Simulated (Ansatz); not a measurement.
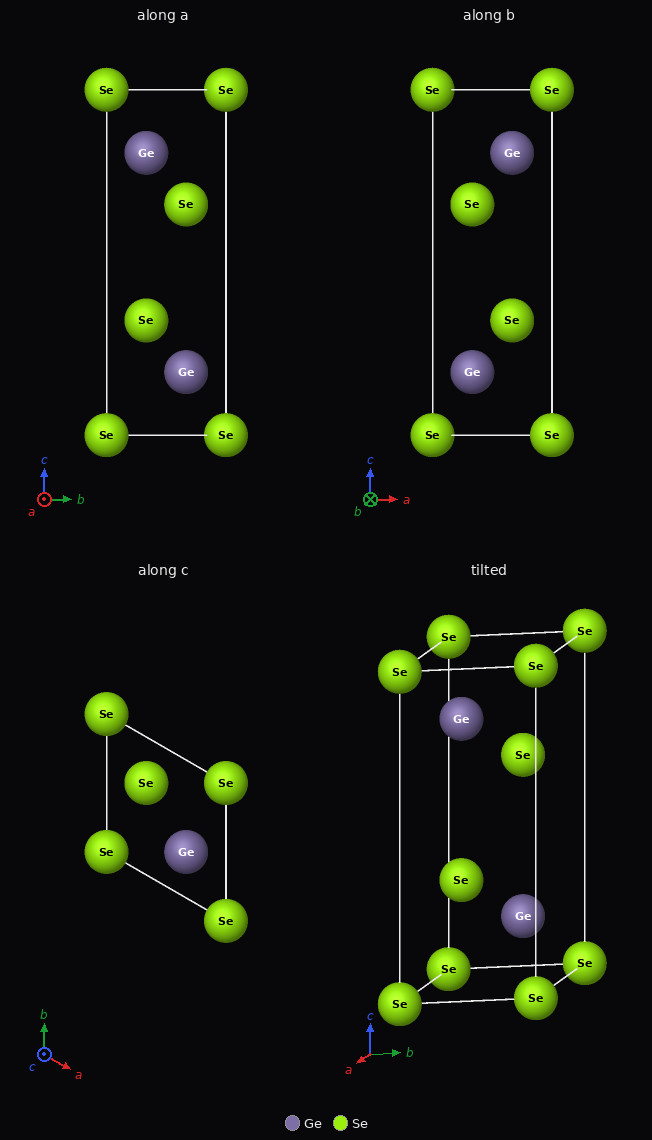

This spheres-only model is shown along the a axis, along the b axis, along the c axis and slightly off an axis. The frame is the conventional unit cell; atoms at its boundary are shown with their periodic copies.

Lattice parameters: a = 3.779 Å, b = 3.779 Å, c = 9.466 Å, α = 90.00°, β = 90.00°, γ = 120.00°.

Question: Put the structure into a table of Wyckoff sites, with free fractional coordinates to two decimals.

Answer: Space group P-3m1 (No. 164).
```
atom  site       x       y     z
  Ge    2d  0.3333  0.6667  0.18
  Se    1a    0.00    0.00  0.00
  Se    2d  0.3333  0.6667  0.67
```

It derives from a textbook structure type filled with these elements (whether it is the usual form wasn't checked). A relaxation with DFT PBE, scalar-relativistic, plane waves, PAW (Ansatz) gave the geometry drawn.
